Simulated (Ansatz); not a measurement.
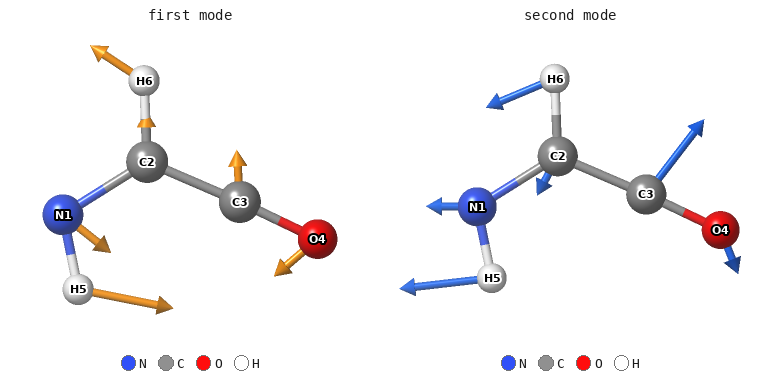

The system is C2H2NO, spin multiplicity 2; the picture shows the reference structure; its two panels give the patterns of the first and the second mode as arrows. Coordinates scanned: (1) normal mode 1 (210 cm⁻¹); (2) normal mode 4 (694 cm⁻¹). Nothing is relaxed (straight displacements along the two mass-weighted modes). The scan uses an 11 × 11 grid. At 7 points there is no value. Energies: eV, counted from the lowest grid point. Energies and slopes of some neighbouring points disagree (a jump in structure or state, or too coarse a mesh). These are results of UKS PBE0-D4/def2-TZVP (Ansatz 0.2.0), not measurements.

Its coordinates:

| atom | x (Å) | y (Å) | z (Å) |
| --- | --- | --- | --- |
| N | -0.9131 | 1.0119 | -0.2546 |
| C | 0.2585 | 0.4664 | 0.0767 |
| C | 0.4966 | -0.8637 | 0.1365 |
| O | 0.6570 | -2.0075 | 0.1753 |
| H | -1.6028 | 0.2873 | -0.4560 |
| H | 1.1039 | 1.1057 | 0.3221 |

Range: normal mode 1 (210 cm⁻¹) from −1.544 to 1.544 amu½·Å; normal mode 4 (694 cm⁻¹) from −1.063 to 1.063 amu½·Å.

What will the energy surface look like?

Answer. The lowest grid point is at normal mode 1 (210 cm⁻¹) = 0.000 amu½·Å, normal mode 4 (694 cm⁻¹) = 0.000 amu½·Å. The highest grid point, normal mode 1 (210 cm⁻¹) = 1.544 amu½·Å, normal mode 4 (694 cm⁻¹) = 1.063 amu½·Å, lies 1.78 eV above the lowest.

| normal mode 4 (694 cm⁻¹) ↓, normal mode 1 (210 cm⁻¹) → | −1.544 | −1.235 | −0.926 | −0.617 | −0.309 | 0.000 | 0.309 | 0.617 | 0.926 | 1.235 | 1.544 |
| --- | --- | --- | --- | --- | --- | --- | --- | --- | --- | --- | --- |
| 1.063 | 1.40 | 1.24 | 1.13 | 1.05 | 1.02 | 1.04 | 1.10 | 1.19 | 1.28 | 1.48 | 1.78 |
| 0.851 | 1.02 | – | 0.76 | – | 0.66 | – | 0.71 | – | 0.98 | 1.24 | 1.58 |
| 0.638 | 0.73 | 0.57 | 0.47 | 0.41 | 0.37 | 0.37 | 0.40 | 0.48 | 0.62 | 0.83 | 1.13 |
| 0.425 | 0.52 | 0.36 | 0.26 | 0.20 | 0.17 | 0.16 | 0.18 | 0.24 | 0.35 | 0.52 | 0.79 |
| 0.213 | 0.40 | 0.24 | 0.14 | 0.08 | 0.05 | 0.04 | 0.05 | 0.09 | 0.17 | 0.32 | 0.54 |
| 0.000 | 0.38 | 0.20 | 0.10 | 0.04 | 0.01 | 0.00 | 0.01 | – | 0.10 | 0.21 | 0.40 |
| −0.213 | 0.46 | 0.27 | 0.14 | 0.08 | 0.05 | 0.04 | 0.05 | 0.07 | 0.12 | 0.21 | 0.36 |
| −0.425 | 0.65 | 0.42 | 0.28 | 0.20 | 0.17 | 0.16 | 0.16 | – | 0.22 | 0.30 | 0.42 |
| −0.638 | 0.93 | 0.68 | 0.52 | 0.42 | 0.37 | 0.36 | 0.36 | 0.38 | 0.41 | 0.47 | 0.58 |
| −0.851 | 1.31 | 1.04 | 0.85 | 0.73 | 0.66 | 0.63 | 0.63 | – | 0.67 | 0.72 | 0.82 |
| −1.063 | 1.57 | 1.33 | 1.22 | 1.13 | 1.04 | 1.00 | 0.98 | 0.98 | 1.00 | 1.05 | 1.12 |

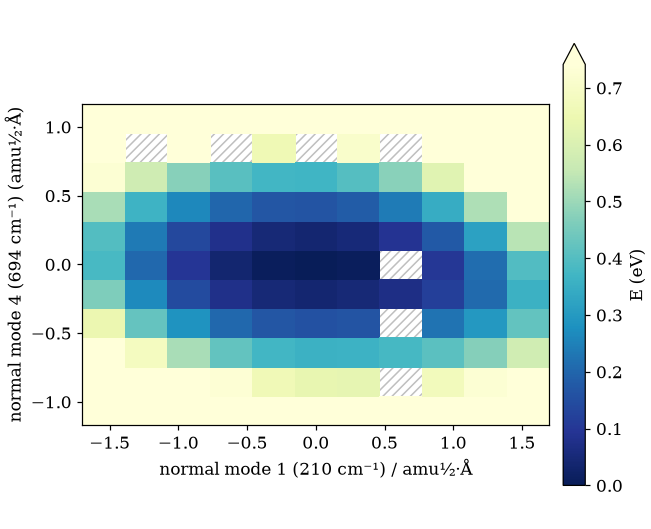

In the figure: one coloured cell a grid point, one colour for all values above the top of the scale, hatched blanks where no value was computed.

The whole map (114 points run) took 19 min on 1 thread of Arm Neoverse V1, with other jobs on the host.
